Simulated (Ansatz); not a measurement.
Cl···CH4 (charge −1)

```xyz
6

Cl    0.1032   -0.1564   -3.0925
C    -0.0642    0.0972    1.9231
H    -0.5148    1.0435    2.2302
H    -0.0277    0.0416    0.8289
H    -0.6618   -0.7285    2.3155
H     0.9472    0.0329    2.3304
```

Geometry: rigid move from PBE0-D4/def2-TZVPD.

Computed with RKS PBE0-D4/def2-TZVPPD in Ansatz 0.2.0.

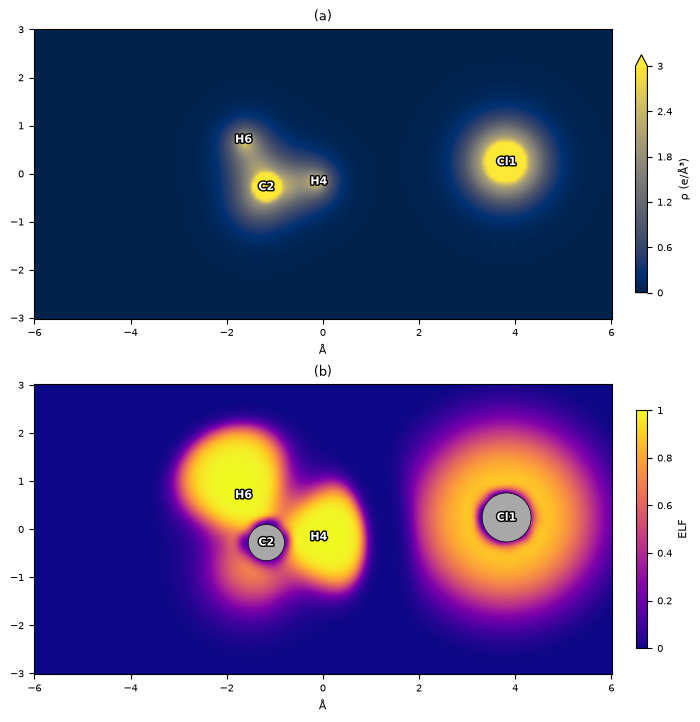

Figure 1. (a) electron density; (b) electron localisation function on the plane of atoms H4, C2 and H6. Grey discs cover the atomic cores in the ELF map.

### Describe what can be read from this map.

The plane passes through Cl, C and H nuclei.
Cl1···H4 (3.93 Å): the density falls to about 0.008 e/Å³ on the way; the ELF dips to about 0 between them: a non-bonded, intermolecular contact.
C–H (1.10 Å): ρ at the midpoint is about 2 e/Å³; the ELF climbs to about 1 towards the hydrogen, as it does in any bond to H: a covalent bond by its length.

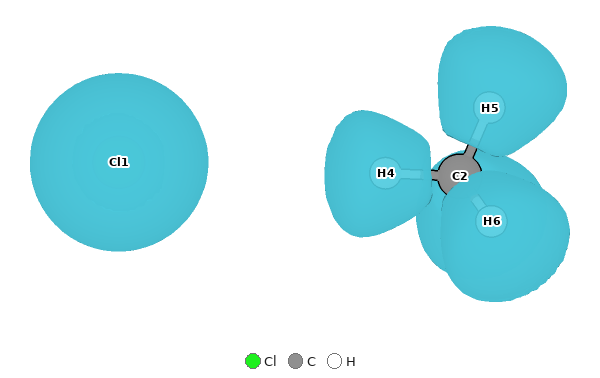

Figure 2. Isosurface of the ELF at 0.75 (cyan), seen at a tilt. Core shells and regions of very low density are left out.

### Identify the bonds, lone pairs and shells in this picture.

The ELF exceeds this value in four regions around hydrogen nuclei and one region wrapped around Cl (its valence shell). Profiles from the grid: C–H (1.09 Å): the ELF climbs to about 1 towards the hydrogen: an ordinary covalent bond to hydrogen.

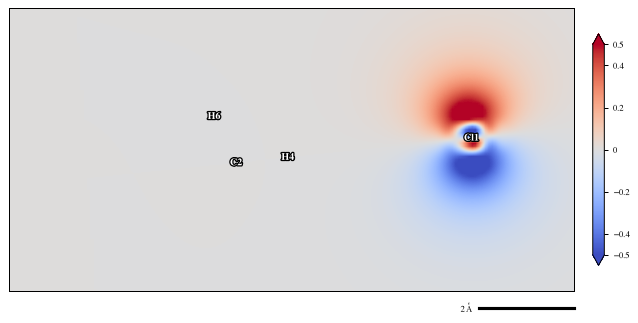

Figure 3. The HOMO on the plane of atoms H4, C2 and H6 (values in Å⁻³ᐟ²; the overall sign is arbitrary).

### Describe this orbital and give its energy.

By Hirshfeld shares it lies mainly on Cl1 (about 100 %); largely a lone pair of Cl1. It is one of a degenerate set, so its orientation is arbitrary. Its energy is −1.08 eV.
